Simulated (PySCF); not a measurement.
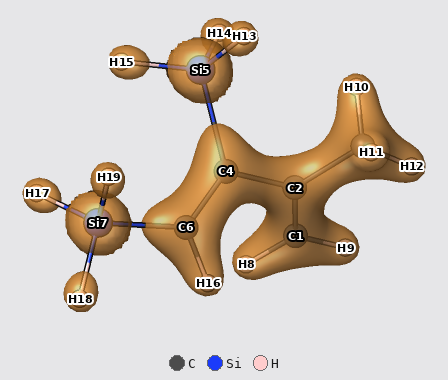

The picture shows: C5H12Si2. Isosurface of the electron density at 1 e/Å³ (orange), seen at a tilt.

Geometry: GFN2-xTB.

Theory: PySCF, PBE0/def2-SVPD, SCF density, gas phase.

```yaml
atoms:
  - { symbol: C, position_ang: [-2.1949, -0.8155, -0.5934] }
  - { symbol: C, position_ang: [-1.0877, -0.1387, -0.8733] }
  - { symbol: C, position_ang: [-0.8713, 0.5301, -2.1978] }
  - { symbol: C, position_ang: [-0.0022, 0.0091, 0.1146] }
  - { symbol: Si, position_ang: [0.5896, 1.7769, 0.4383] }
  - { symbol: C, position_ang: [0.4923, -1.0783, 0.7197] }
  - { symbol: Si, position_ang: [1.8751, -1.1807, 1.9869] }
  - { symbol: H, position_ang: [-2.3483, -1.2733, 0.3694] }
  - { symbol: H, position_ang: [-2.9943, -0.9222, -1.3080] }
  - { symbol: H, position_ang: [-0.8599, 1.6132, -2.0772] }
  - { symbol: H, position_ang: [0.0897, 0.2328, -2.6160] }
  - { symbol: H, position_ang: [-1.6594, 0.2636, -2.8981] }
  - { symbol: H, position_ang: [1.5225, 2.1897, -0.6172] }
  - { symbol: H, position_ang: [-0.5828, 2.6600, 0.4135] }
  - { symbol: H, position_ang: [1.2422, 1.8690, 1.7428] }
  - { symbol: H, position_ang: [0.0609, -2.0340, 0.4281] }
  - { symbol: H, position_ang: [1.4967, -0.5194, 3.2396] }
  - { symbol: H, position_ang: [2.1203, -2.6014, 2.2567] }
  - { symbol: H, position_ang: [3.1017, -0.5716, 1.4638] }
```

How is the density connected at this value?

At this value the surface falls into nine separate pieces. It bridges the sampled C–C (1.33 Å), C–H (1.08 Å) and C–C (1.48 Å) contacts, where the density stays above the isovalue. It is pinched off along the sampled C–Si (1.88 Å) contacts. On the grid the lowest density along these lines, outside the cores, is 2.3 e/Å³ (C–C, 1.33 Å), 0.78 e/Å³ (C–Si, 1.88 Å), 1.9 e/Å³ (C–H, 1.08 Å) and 1.8 e/Å³ (C–C, 1.48 Å).
